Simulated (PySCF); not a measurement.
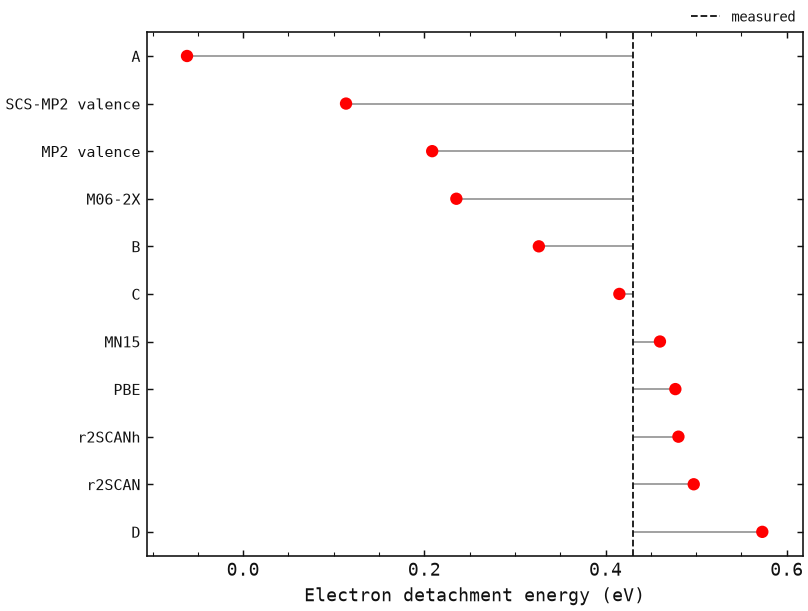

The electron detachment energy of Ga⁻ ([Ar] 3d¹⁰ 4s² 4p² → [Ar] 3d¹⁰ 4s² 4p) by several methods, in rising order. PySCF, aug-cc-pVDZ-DK, spin-free X2C-1e, unrestricted single determinants, no spin-orbit coupling. Methods marked “valence” freeze 28 core electrons. The lettered entries are BLYP, HF, LDA and PBE0 in some order.

Q: Which letter is which method?

A: A is HF (−0.062 eV); B is BLYP (0.326 eV); C is PBE0 (0.415 eV); D is LDA (0.573 eV). The values run from −0.062 eV (HF) to 0.573 eV (LDA). The measured value is 0.430 eV; nearest to it come PBE0 (−0.015) and MN15 (+0.030), furthest HF (−0.492 eV). These values lack spin-orbit coupling; with the first-order correction of −0.025 eV added, MN15 comes nearest (+0.005).

Limits of the model: highest occupied orbital is unbound.
